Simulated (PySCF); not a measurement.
Molecule: SMILES CC(C)[CH]C(=O)C, doublet. Atoms near the plane z = 0.8 Å, at the GFN2-xTB optimised geometry (x, y, z in Å): C1 (0.9, 2.0, 0.0), C2 (0.0, 0.8, 0.0), O3 (-1.3, 0.9, 0.0), C4 (0.6, -0.5, 0.0), C5 (-0.1, -1.8, 0.0), C6 (-1.0, -1.9, 1.3), H8 (1.5, 1.9, 0.9), H10 (0.3, 2.9, 0.0), H11 (1.7, -0.5, 0.0), H12 (0.6, -2.6, 0.0), H13 (-1.7, -1.1, 1.3), H15 (-1.5, -2.9, 1.2).

Calculation: unrestricted PBE0/def2-SVP run with PySCF. The values are rescaled to run from 0 to 1.

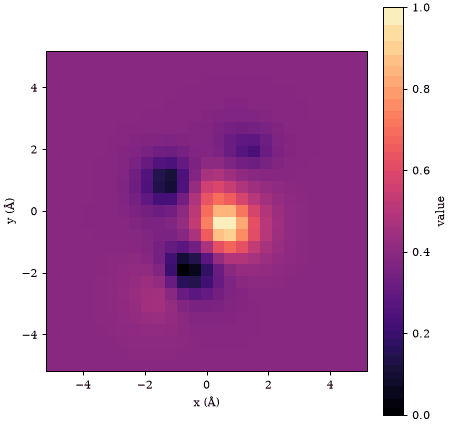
Fig. 1. a field on the plane z = 0.8 Å.

Question: Which quantity is mapped?
(A) electrostatic potential
(B) spin density
(C) log10 of the electron density
(D) an orbital amplitude

Answer: D, an orbital amplitude. In full: HOMO amplitude (α) (bohr^(-3/2)).
